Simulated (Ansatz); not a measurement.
A series of calculations on CH₈GaP

Part 1: Relaxation

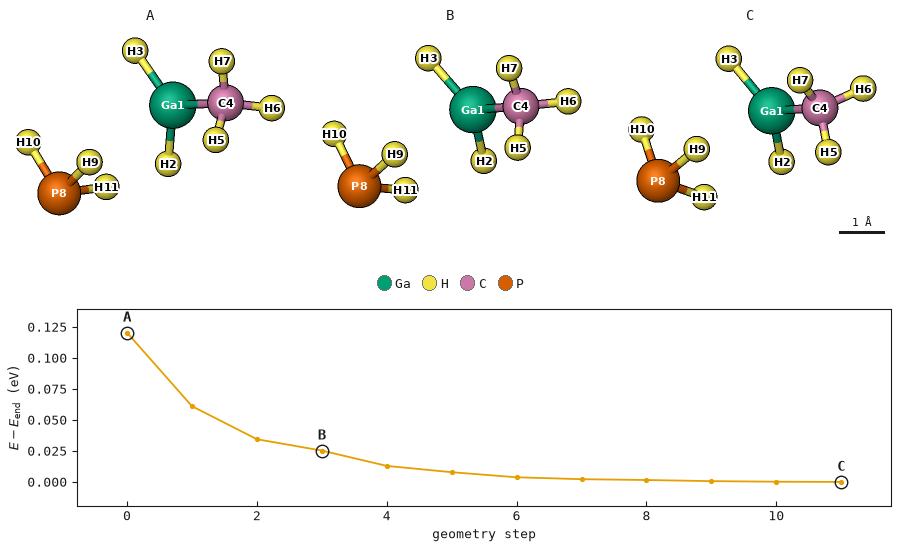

Frames of a relaxation of CH$_{8}$GaP, marked on the history of the run. Style: ball-and-stick. Shown from a free direction.

The run prepares an end point of a later path (reaction) calculation, from a guessed geometry.

Theory: RKS PBE0-D4/def2-SVP in Ansatz 0.2.0.

Input file:
```yaml
crystal:
  periodic: [false, false, false]
  atoms:
    - { symbol: Ga, position_ang: [-0.022801, 0.19462, 0.016264] }
    - { symbol: H, position_ang: [-0.077981, 0.251341, 1.585108] }
    - { symbol: H, position_ang: [1.387931, 0.255548, -0.680655] }
    - { symbol: C, position_ang: [-1.708953, 0.063376, -0.993376] }
    - { symbol: H, position_ang: [-2.314337, -0.777226, -0.61806] }
    - { symbol: H, position_ang: [-2.307105, 0.978237, -0.845226] }
    - { symbol: H, position_ang: [-1.543592, -0.074016, -2.07194] }
    - { symbol: P, position_ang: [0.174744, -3.019538, 1.352888] }
    - { symbol: H, position_ang: [-0.567005, -2.980415, 0.129489] }
    - { symbol: H, position_ang: [1.437681, -2.883288, 0.698495] }
    - { symbol: H, position_ang: [0.029019, -1.617838, 1.599714] }
basis:
  gaussian: { orbitals: def2-SVP }
hamiltonian:
  xc: pbe0
  dispersion: d4
relax:
  f_tol: 0.03
  max_steps: 50
```

Run as
```bash
ansatz run input.yaml --threads 2 --pin off --max-ram 3072MiB --backend cpu --events-out ev --progress --plain --runs-dir out
```

### Describe the path.

The atom that moves furthest after the best rigid fit is H7 (0.69 Å). Largest moves by element: H 0.69 Å, P 0.35 Å, C 0.17 Å, Ga 0.15 Å. Some distances before and after: Ga1–P8 3.487 → 3.380 Å, Ga1–H2 1.571 → 1.578 Å. Over 11 geometry steps the energy falls by 0.120 eV. Largest force component: 0.36 eV/Å at the start, 0.012 eV/Å at the end. From step 0 to 3: H2 moves most (0.48 Å), energy −0.095 eV. From step 3 to 11: H7 moves most (0.37 Å), energy −0.025 eV.

```csv
step,"E − E(0), eV","largest force component, eV/Å"
0,0.0000,0.3619
1,-0.0593,0.1114
2,-0.0860,0.1502
3,-0.0951,0.4212
4,-0.1075,0.2097
5,-0.1126,0.1486
6,-0.1166,0.0529
7,-0.1182,0.0598
8,-0.1188,0.1253
9,-0.1198,0.0570
10,-0.1202,0.0105
11,-0.1204,0.0115
```

Part 2: Relaxation

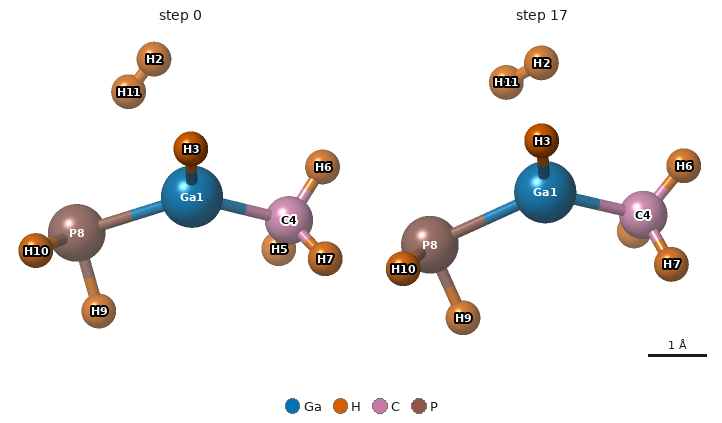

The structure of CH$_{8}$GaP before (left) and after (right) a relaxation, at one scale.

A ball-and-stick model, seen face on.

The run prepares an end point of a later path (reaction) calculation, from a guessed geometry.

All numbers below come from RKS PBE0-D4/def2-SVP (Ansatz 0.2.0). Settings: no spin polarisation; force threshold 0.03 eV/Å; at most 50 steps.

> Describe what moved and what it gained.

Over 14 accepted moves (17 points after the start) the energy falls by 11.5 kJ/mol. Largest force component: 1.8 eV/Å at the start, 0.015 eV/Å at the end. The line search rejected the trial steps at points 3, 9, 16 of the run. The forces were under the threshold at step 10, but the run went on from there. H2 moves most after the best rigid fit: 0.46 Å. Largest moves by element: H 0.46 Å, P 0.27 Å, Ga 0.16 Å, C 0.15 Å. Among the contacts that change: H2–H11 0.721 → 0.765 Å, Ga1–P8 2.299 → 2.331 Å. Bond angles that change, for instance: Ga1–P8–H10 97.8° → 94.7°. Groups turn about Ga1–C4 by about 20°.

Limits of the set-up: the start holds two separate molecules, 2.5 Å apart at their closest, whose relative position is a soft coordinate.

Part 3: Path

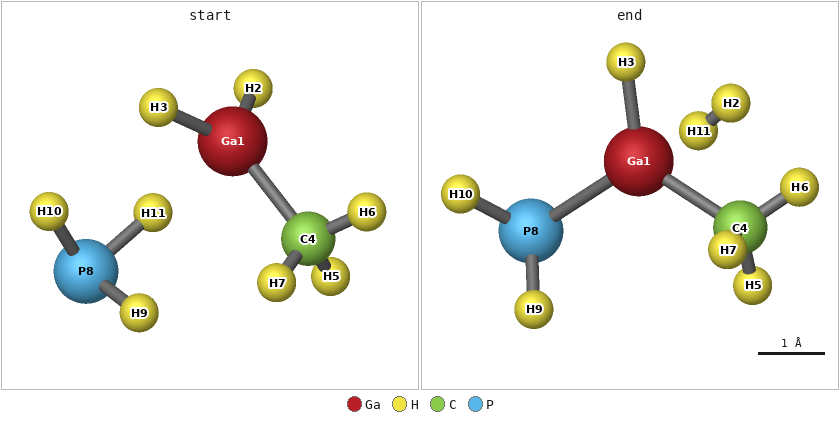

The two relaxed end points of a path for CH8GaP, made up at the start of CH$_{5}$Ga and PH3. A ball-and-stick model, seen at a tilt.

All numbers below come from Ansatz 0.2.0, RKS PBE0-D4/def2-SVP.

Set-up: 9 movable images; climbing image; force threshold 0.05 eV/Å; iteration limit 55.

Start:
```xyz
11

Ga   -0.0188    0.1908    0.1648
H    -0.1013    0.6735    1.6654
H     1.3968    0.0927   -0.5201
C    -1.6716   -0.0606   -0.8775
H    -2.4813   -0.4865   -0.2661
H    -2.0175    0.9267   -1.2309
H    -1.5176   -0.6925   -1.7648
P     0.2142   -3.0736    1.0112
H    -0.5629   -2.7958   -0.1535
H     1.4099   -2.5206    0.4620
H    -0.1623   -1.8633    1.6824
```

End:
```xyz
11

Ga    0.0989   -0.7005   -0.1892
H    -0.3850    0.5926    1.9317
H     1.3698    0.2272   -0.2507
C    -1.6511   -0.1298   -0.8874
H    -2.4803   -0.6924   -0.4329
H    -1.8210    0.9473   -0.7367
H    -1.6758   -0.3181   -1.9744
P     0.3478   -2.8322    0.7199
H    -0.4921   -3.4697   -0.2436
H     1.5637   -3.1134    0.0267
H    -0.3874   -0.1201    2.2092
```

**Predict the minimum-energy path and its barrier.**

Forward barrier 89.4 kJ/mol, backward barrier 112.2 kJ/mol, with image 5 at the top; the reaction energy is −22.8 kJ/mol. Breaking: Ga1–H2 (1.58 → 1.73 at the top → 2.53 Å), P8–H11 (1.43 → 1.79 at the top → 3.18 Å). Forming: Ga1–P8 (3.38 → 2.67 at the top → 2.33 Å), H2–H11 (2.54 → 1.10 at the top → 0.76 Å). The band converged in 11 iterations. The largest component of the band force went from 5.7 to 0.044 eV/Å. The climbing image converged on the top of the path. Its vibrational analysis gives one imaginary mode (1135i cm⁻¹), as a transition state must have.

Energies of the converged images:

```json
{"image": "0", "path (Å)": "0.00", "E (kJ/mol)": "0.0"}
{"image": "1", "path (Å)": "0.30", "E (kJ/mol)": "0.5"}
{"image": "2", "path (Å)": "0.60", "E (kJ/mol)": "5.3"}
{"image": "3", "path (Å)": "0.89", "E (kJ/mol)": "21.9"}
{"image": "4", "path (Å)": "1.19", "E (kJ/mol)": "60.7"}
{"image": "5", "path (Å)": "1.49", "E (kJ/mol)": "89.4"}
{"image": "6", "path (Å)": "1.90", "E (kJ/mol)": "43.7"}
{"image": "7", "path (Å)": "2.31", "E (kJ/mol)": "-0.5"}
{"image": "8", "path (Å)": "2.72", "E (kJ/mol)": "-18.2"}
{"image": "9", "path (Å)": "3.14", "E (kJ/mol)": "-22.5"}
{"image": "10", "path (Å)": "3.55", "E (kJ/mol)": "-22.8"}
```

The geometry at the top of the path:

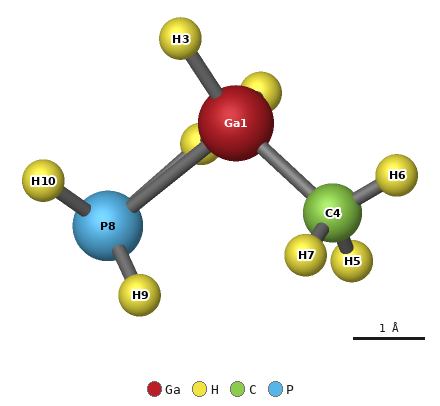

Limits of the set-up: the start holds two separate molecules, 2.5 Å apart at their closest, whose relative position is a soft coordinate.
